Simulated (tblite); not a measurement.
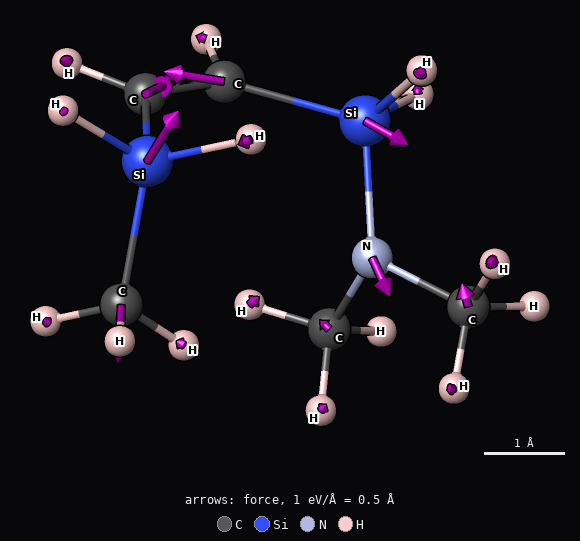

Starting geometry of C₅H₁₅NSi₂ with the computed forces as purple arrows. A ball-and-stick model, seen at a tilt.

Level of theory: GFN2-xTB geometry optimisation, gas phase (tblite 0.8.0). 

Is this structure relaxed? If not, where do the atoms go?

It isn't relaxed: the largest force vector, on a Si atom, is 2.05 eV/Å. The final displacements have little in common with the starting forces (cosine between the two patterns 0.14). The largest move after the best rigid fit is that of an H atom, 0.39 Å. Largest moves by element: H 0.39 Å, C 0.18 Å, Si 0.10 Å, N 0.06 Å. Near-neighbour distances that change, for instance: C–Si 1.835 → 1.902 Å, C–Si 1.842 → 1.885 Å, H–Si 1.498 → 1.466 Å, C–N 1.470 → 1.440 Å. Among the angles between lasting bonds that change: N–Si–H 107.1° → 115.1°, Si–C–H 110.5° → 115.0°, C–C–Si 131.5° → 127.2°. After 94 geometry steps the energy has fallen by 0.275 eV.
